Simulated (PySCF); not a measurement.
C3H6N2O2Si (SMILES C[SiH2]Oc1ncon1)

```xyz
14

C     2.8173   -0.0981    0.4132
Si    1.1189    0.6629    0.0894
O     0.1286   -0.6111    0.4904
C    -1.1648   -0.5823    0.4641
N    -1.8849    0.5215    0.0775
C    -3.1036    0.1153    0.2024
O    -3.1985   -1.1347    0.6310
N    -1.9258   -1.5913    0.8018
H     2.9836   -0.9813   -0.1977
H     2.9334   -0.3938    1.4524
H     3.6001    0.6166    0.1828
H     0.8056    1.7926    0.9629
H     0.8855    1.0107   -1.3115
H    -3.9962    0.6724   -0.0010
```

Geometry: GFN2-xTB.

Theory: PBE0/pcSseg-1, SCF density, gas phase, non-relativistic in PySCF.

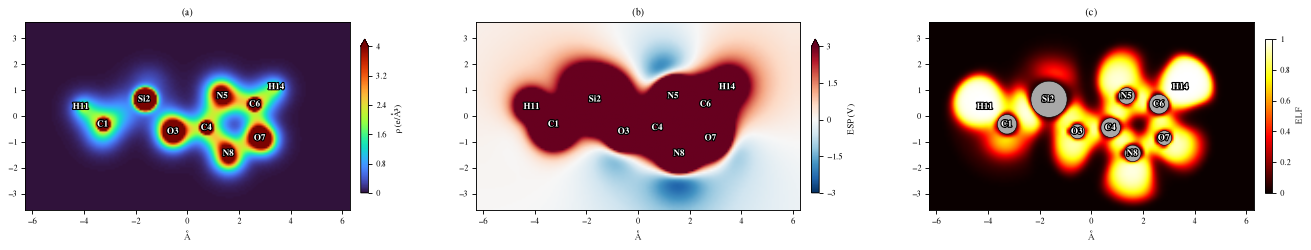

Figure 1. (a) total electron density; (b) electrostatic potential; (c) electron localisation function on the plane of atoms C6, O7 and N8. Grey discs cover the atomic cores in the ELF map.

Interpret the plot.

Answer.
- The plane passes through C, Si, O, N and H nuclei.
- C–N (1.29 Å): the density is about 2.7 e/Å³ at the midpoint; the ELF peaks at about 0.90 between the atoms (a covalent bond).
- C–O (1.29 Å): ρ at the midpoint is about 2.7 e/Å³; the ELF peaks at about 0.90 between the atoms, as expected for a short, strongly polar bond.
- N–O (1.36 Å): ρ at the midpoint is about 2.4 e/Å³; the ELF peaks at about 0.85 between the atoms (a covalent bond).
- Si–O (1.66 Å): ρ at the midpoint is about 1.1 e/Å³; the ELF peaks at about 0.90 between the atoms, as expected for a shared but strongly polarised pair.
- C–Si (1.89 Å): the density is about 0.95 e/Å³ at the midpoint; the ELF peaks at about 0.95 between the atoms (localised, covalent bonding).
- The ELF also peaks beside N8, O3, O7 and N5, away from the bonds: lone-pair regions.
- Outside the dense part of the molecule the potential is most negative (−2.4 V) near N8.

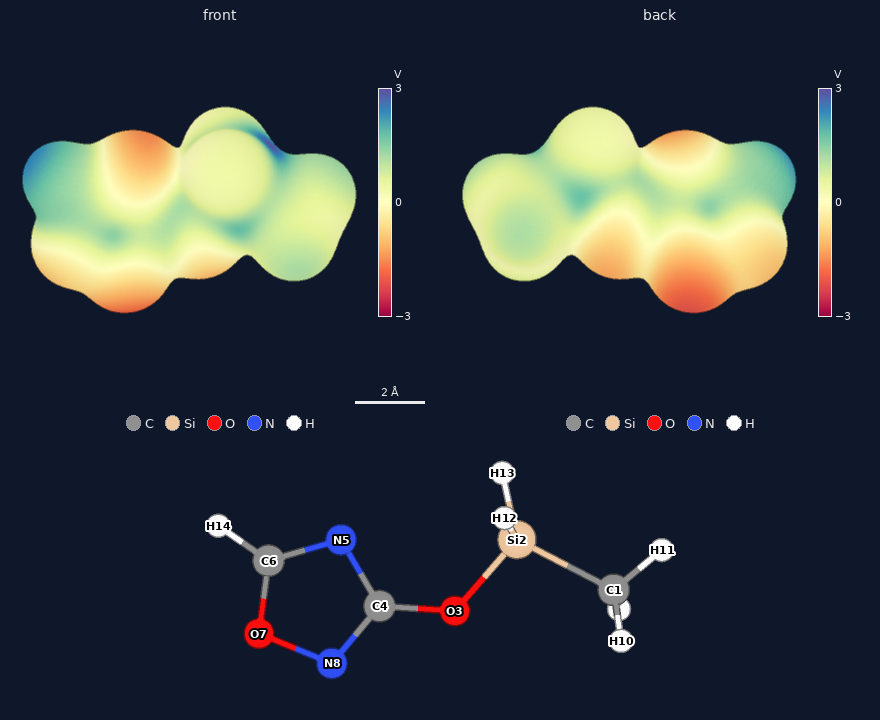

Figure 2. The electrostatic potential painted on the density surface at 0.004 e/bohr³, seen from the front and from behind; red is negative and blue positive. The bare structure is drawn below in the same view.

Describe the electrostatic potential map.

Answer. The most negative region (about −2.0 V) lies over N8, the most positive (about +2.6 V) over Si2. N8 is the likeliest acceptor of a hydrogen bond.
